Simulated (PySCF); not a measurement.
## A study: [NbO2F2]- (F2NbO2, charge −1)

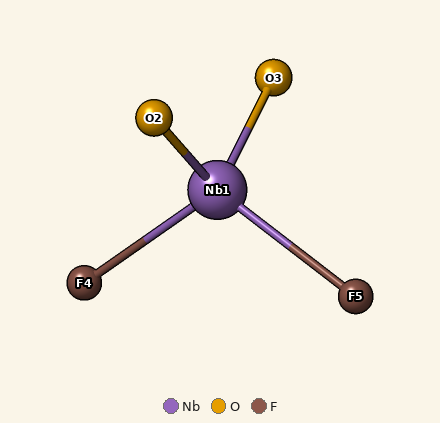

The molecule, with its atoms numbered as below. No frequency check shows the geometry to be a minimum.

Cartesian coordinates (Å):

```
Nb1      0.0014    0.0454   -0.0005
O2      -0.0095    1.0092    1.4181
O3      -0.0338    1.0455   -1.3916
F4      -1.5844   -1.0392   -0.0014
F5       1.6162   -0.9942   -0.0198
```

Part 1: Bonding charge

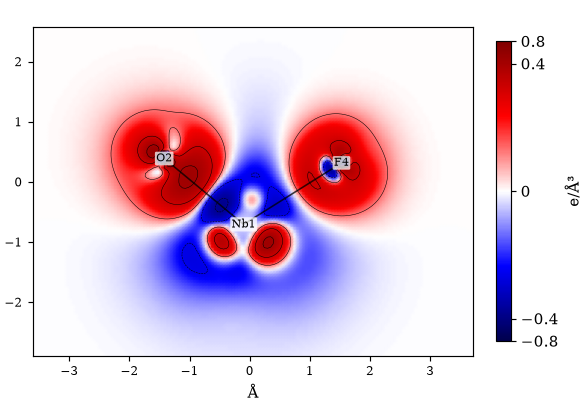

Deformation density (molecule less spherical, spin-averaged free atoms) in the plane of Nb1, O2 and F4; colour scale in e/Å³, logarithmic beyond ±0.1; red: gain, blue: loss.

PySCF calculation, BP86/def2-SVPD, gas phase; geometry: GFN2-xTB. Core potentials replace the inner electrons of Nb; spin–orbit coupling isn't included. This is a single-reference result, which may miss multireference character in this system.

Question: Describe the bonding that the map shows.

Answer: Nb1–O2: +0.21 e/Å³ at the bond critical point (bond length 1.72 Å). Nb1–F4: +0.02 e/Å³ at the bond critical point (bond length 1.92 Å); up to 0.6 Å beside the axis the gain reaches +0.18 e/Å³. In all, 2.0 electrons gather in the regions of gain relative to the promolecule of neutral atoms (this includes the anion's extra charge). A small or negative value marks a very polar bond, one between electron-rich atoms, whose free-atom densities already overlap strongly, a long bond to a heavier atom, or a closed-shell contact such as a hydrogen bond.

Question: Where do the Hirshfeld charges lie?

Answer: The highest Hirshfeld charge is on Nb1 (+0.54 e), the lowest on O2 and O3 (−0.46 e).

```csv
atom,charge (e)
Nb1,+0.54
O2,−0.46
O3,−0.46
F4,−0.31
F5,−0.31
```

Part 2: Bond critical points

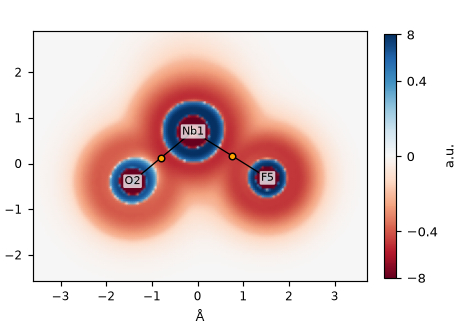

Negative Laplacian of the density (−∇²ρ) in the plane of Nb1, O2 and F5 (blue positive, red negative, colour scale in a.u., logarithmic beyond ±0.04), with bond paths and bond critical points (dots).

Question: Sort the bonds in the plane by the sign of ∇²ρ at their critical points.

Answer: At none is it concentrated. Depleted (∇²ρ > 0): Nb1–O2 (+0.79 a.u., H = −0.170); Nb1–F5 (+0.70 a.u., H = −0.016). A positive Laplacian with negative H is typical of metal–ligand bonds.

Part 3: Electrostatic potential

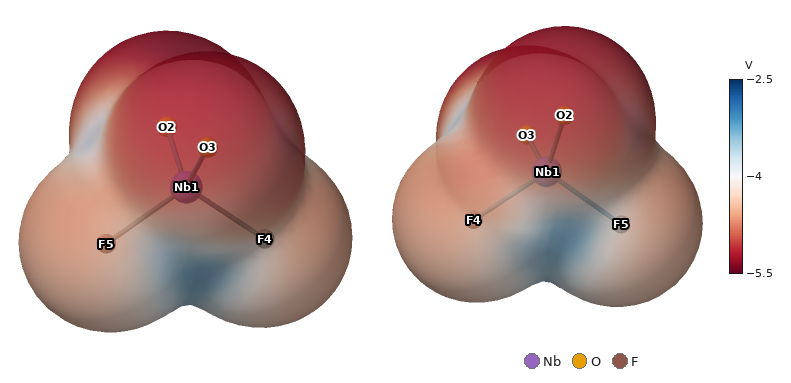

Electrostatic potential on the surface of electron density 0.001 a.u. (back view left, front view right).

Question: Where are the extremes of the potential on the surface?

Answer: Highest: −2.87 V, off the Nb1–F5 bond (2.1 to 2.2 Å from its atoms). Further maxima include −3.78 V, off the Nb1–F5 bond (2.0 to 2.2 Å from its atoms). Lowest: −5.37 V, 2.0 Å from O2. The surface is sampled at points, so like sites can differ by a few per cent and only the strongest of them is named.

Part 4: Removing or adding an electron

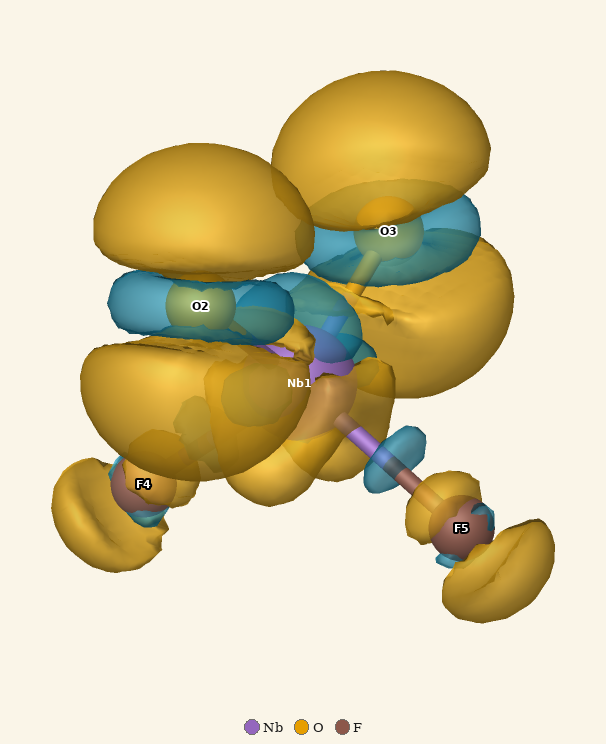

Fukui function f⁻ = ρ(N) − ρ(N−1) at fixed geometry, surfaces at ±0.02 e/Å³ (yellow positive, teal negative).

Level of theory: ωB97X/def2-SVPD (PySCF), at a geometry from GFN2-xTB. Core potentials replace the inner electrons of Nb; spin–orbit coupling isn't included. This is a single-reference result, which may miss multireference character in this system.

Question: Which atoms respond most to the removal of an electron?

Answer: f⁻ (Hirshfeld-condensed) is largest on O2 and O3 (0.29 each) and Nb1 (0.28); the vertical detachment energy is 5.38 eV. Condensed values hint at sites of electrophilic attack but needn't mark the atom that reacts. Shares this close don't rank the sites. Orbital relaxation makes it negative in places (0.26 e in all).

The PySCF runs shown took 24 s and 2.1 min on 1 thread of AMD EPYC 7R43 64-Core Processor (Zen 3), on a shared host.
